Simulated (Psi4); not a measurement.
**AlSbH3F (SMILES [F][AlH][SbH2]): SVWN5/def2-SVP (core potential)**

Aim: the vertical ionisation energy of AlSbH3F at SVWN5/def2-SVP (core potential), from 2 runs. 

The calculation is run with Psi4 1.11.

2 further runs of the same task are left out: 2 set aside as unsound or not needed.

**1. The system as given**

The species is AlSbH3F (6 atoms), meant as a singlet with charge 0. As SMILES, `[F][AlH][SbH2]`. Geometry: relaxed at PBE0-D4/def2-TZVP. This is one conformer, not always the lowest.

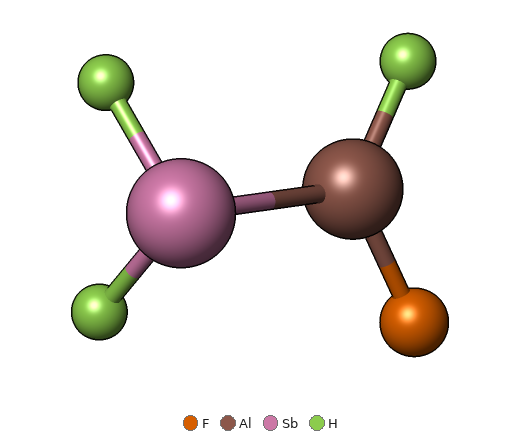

The structure, seen from a chosen angle (fluorine orange, aluminium brown, antimony pink, hydrogen green).

**2. Energy and gradient at SVWN5/def2-SVP (core potential)**

Contents of job.inp:

```
memory 2200 MB

molecule m {
  0 1
  F     -1.114600    -1.632400     1.262300
  Al    -0.336100    -1.039300    -0.069800
  Sb     1.279900     1.003700     0.334800
  H     -0.594800    -1.800700    -1.431700
  H      0.842100     1.592000    -1.209900
  H     -0.034400     1.812900     1.068100
  units angstrom
  symmetry c1
}

set {
  basis                def2-SVP
  puream               true
  e_convergence        1e-09
  d_convergence        1e-08
  scf_type             pk
  dft_radial_points    99
  dft_spherical_points 590
}

energy_value, wavefunction = gradient('scf', dft_functional={"name": "SVWN5", "x_functionals": {"LDA_X": {}}, "c_functionals": {"LDA_C_VWN": {}}}, return_wfn=True)
oeprop(wavefunction, 'DIPOLE', 'QUADRUPOLE', 'WIBERG_LOWDIN_INDICES', title='SCF')
```

On the command line:

```
psi4 -i job.inp -o job.out -n 1
```

job.out:

```text
[...]
    !!!  WARNING: ECP capability is in beta. Please check occupations closely.  !!!
[...]
  Running in c1 symmetry.
[...]
  Nuclear repulsion =  158.063166342933670
[...]
  Multiplicity = 1
[...]
  Nalpha       = 24
  Nbeta        = 24
[...]
    Number of basis functions: 73
[...]
   @RKS iter   1:  -581.95557627393873   -1.71004e+00   8.31089e-03 ADIIS/DIIS
[...]
   @RKS iter  13:  -582.15668106455405   -6.82121e-13   7.54975e-10 DIIS
[...]
    Orbital Energies [Eh]
    ---------------------
    Doubly Occupied:
       1A    -55.128848     2A    -24.058684     3A     -5.473873
       4A     -3.931489     5A     -3.747009     6A     -3.744801
       7A     -3.742512     8A     -2.568922     9A     -2.563559
      10A     -2.560690    11A     -1.199245    12A     -1.197377
      13A     -1.195250    14A     -1.194027    15A     -1.192623
      16A     -1.009835    17A     -0.536817    18A     -0.406780
      19A     -0.353052    20A     -0.351611    21A     -0.324815
      22A     -0.313845    23A     -0.272435    24A     -0.229889
[...]
  @RKS Final Energy:  -582.15668106455405
   => Energetics <=
    Nuclear Repulsion Energy =            158.0631663429336697
    One-Electron Energy =               -1213.4534019695609004
    Two-Electron Energy =                 520.7162750342439494
    DFT Exchange-Correlation Energy =     -47.4827204721708611
    Empirical Dispersion Energy =           0.0000000000000000
    VV10 Nonlocal Energy =                  0.0000000000000000
    Total Energy =                       -582.1566810645540500
[...]
  -Total Gradient:
     Atom            X                  Y                   Z
    ------   -----------------  -----------------  -----------------
       1        0.003903657044     0.003268659116    -0.006155732428
       2       -0.006459404017    -0.008607292953     0.002688603803
       3       -0.004366455905     0.006149324488    -0.002295991539
       4        0.001003262330     0.002627410983     0.003283613181
       5        0.001901219997    -0.001496722603     0.003956622707
       6        0.003964244072    -0.002026078697    -0.001439102499
[...]
 Multipole Moments:
 ------------------------------------------------------------------------------------
     Multipole            Electronic (a.u.)      Nuclear  (a.u.)        Total (a.u.)
 ------------------------------------------------------------------------------------
 L = 1.  Multiply by 2.5417464519 to convert [e a0] to [Debye]
 Dipole X            :         37.9857989          -37.7624762            0.2233227
 Dipole Y            :         40.9643357          -40.7596495            0.2046862
 Dipole Z            :          0.8815415           -1.2287666           -0.3472251
 Magnitude           :                                                    0.4607980
 L = 2.  Multiply by 1.3450342976 to convert [e a0^2] to [Debye ang]
 Quadrupole XX       :       -230.8236032          195.9270224          -34.8965808
 Quadrupole XY       :       -227.8608822          224.6480719           -3.2128103
[...]
```

Run time: 23 s. Hardware: 1 thread of Intel Xeon at 2.50GHz (Skylake/Cascade Lake), shared host; peak memory 0.41 GiB.

**3. The doublet cation: the energy at USVWN5/def2-SVP (core potential)**

Contents of job.in:

```
memory 2200 mb

molecule system {
  1 2
  F
  Al 1 R2
  Sb 2 R3 1 A3
  H 2 R4 1 A4 3 D4
  H 3 R5 2 A5 4 D5
  H 3 R6 5 A6 2 D6

  R2 = 1.652973
  R3 = 2.636097
  A3 = 116.30227
  R4 = 1.58159
  A4 = 116.37019
  D4 = 177.39073
  R5 = 1.709931
  A5 = 88.34004
  D5 = 36.8447
  R6 = 1.708777
  A6 = 91.59395
  D6 = -87.73794
  symmetry c1
  no_reorient
  no_com
}

set {
  basis                def2-SVP
  reference            uks
  puream               true
  e_convergence        1e-09
  d_convergence        1e-08
  scf_type             pk
  dft_radial_points    99
  dft_spherical_points 590
  maxiter              100
}

E, wfn = energy('scf', dft_functional={"name": "SVWN5", "x_functionals": {"LDA_X": {}}, "c_functionals": {"LDA_C_VWN": {}}}, return_wfn=True)
oeprop(wfn, 'QUADRUPOLE', 'DIPOLE', 'MAYER_INDICES')
```

On the command line:

```
psi4 -i job.in -o job.out -n 1
```

job.out:

```text
[...]
    !!!  WARNING: ECP capability is in beta. Please check occupations closely.  !!!
[...]
  Running in c1 symmetry.
[...]
  Nuclear repulsion =  158.063161891756238
[...]
  Multiplicity = 2
[...]
  Nalpha       = 24
  Nbeta        = 23
[...]
    Number of basis functions: 73
[...]
   @UKS iter   1:  -581.69287415541078   -1.41274e+00   7.14830e-03 ADIIS/DIIS
[...]
   @UKS iter  15:  -581.81803869349233   -1.47793e-12   1.97774e-09 DIIS
[...]
   @S^2 Observed:                7.522682291E-01
[...]
    Orbital Energies [Eh]
    ---------------------
    Alpha Occupied:
       1A    -55.363715     2A    -24.259721     3A     -5.723013
       4A     -4.164969     5A     -3.999611     6A     -3.992529
       7A     -3.990041     8A     -2.801450     9A     -2.797682
      10A     -2.794760    11A     -1.451102    12A     -1.448155
      13A     -1.445984    14A     -1.442270    15A     -1.439354
      16A     -1.206995    17A     -0.775556    18A     -0.609510
      19A     -0.555939    20A     -0.543463    21A     -0.540207
      22A     -0.529874    23A     -0.494014    24A     -0.473338
    Alpha Virtual:
      25A     -0.287496    26A     -0.258931    27A     -0.249272
[...]
  @UKS Final Energy:  -581.81803869349233
   => Energetics <=
    Nuclear Repulsion Energy =            158.0631618917562378
    One-Electron Energy =               -1202.4474825600159420
    Two-Electron Energy =                 509.7580065489208891
    DFT Exchange-Correlation Energy =     -47.1917245741534543
    Empirical Dispersion Energy =           0.0000000000000000
    VV10 Nonlocal Energy =                  0.0000000000000000
    Total Energy =                       -581.8180386934923263
[...]
 Multipole Moments:
 ------------------------------------------------------------------------------------
     Multipole            Electronic (a.u.)      Nuclear  (a.u.)        Total (a.u.)
 ------------------------------------------------------------------------------------
 L = 1.  Multiply by 2.5417464519 to convert [e a0] to [Debye]
 Dipole X            :          2.9227112           -3.0790242           -0.1563130
 Dipole Y            :        -45.0812872           45.7404691            0.6591818
 Dipole Z            :         32.1357023          -31.4196284            0.7160739
 Magnitude           :                                                    0.9857567
 L = 2.  Multiply by 1.3450342976 to convert [e a0^2] to [Debye ang]
 Quadrupole XX       :        -37.9732716            9.9620226          -28.0112489
 Quadrupole XY       :         -6.8721240            7.0348773            0.1627533
[...]
```

Wall time 21 s (1 thread of Intel Xeon at 2.50GHz (Skylake/Cascade Lake), shared host); peak memory 0.41 GiB.

**4. Outcome**

Level: SVWN5/def2-SVP (core potential).

```
                                          quantity          value
                     singlet AlSbH3F: total energy  -582.15668 Eh
                    singlet AlSbH3F: dipole moment         1.17 D
                      singlet AlSbH3F: HOMO energy       -6.26 eV
                      singlet AlSbH3F: LUMO energy       -2.29 eV
                    singlet AlSbH3F: HOMO–LUMO gap        3.96 eV
         singlet AlSbH3F: largest force on an atom     0.570 eV/Å
                      doublet cation: total energy  -581.81804 Eh
doublet cation: HOMO energy (highest over α and β)      -12.88 eV
 doublet cation: LUMO energy (lowest over α and β)      -12.17 eV
                              doublet cation: ⟨S²⟩          0.752
vertical ionisation energy (to the doublet cation)       9.215 eV
```

Removing an electron at fixed nuclei costs 9.21 eV (889 kJ/mol). The largest force (singlet AlSbH3F) is 0.57 eV/Å: the shape isn't a stationary point for this species at this level. The negative HOMO energy of the first species, 6.26 eV, lies 2.96 eV below that difference.
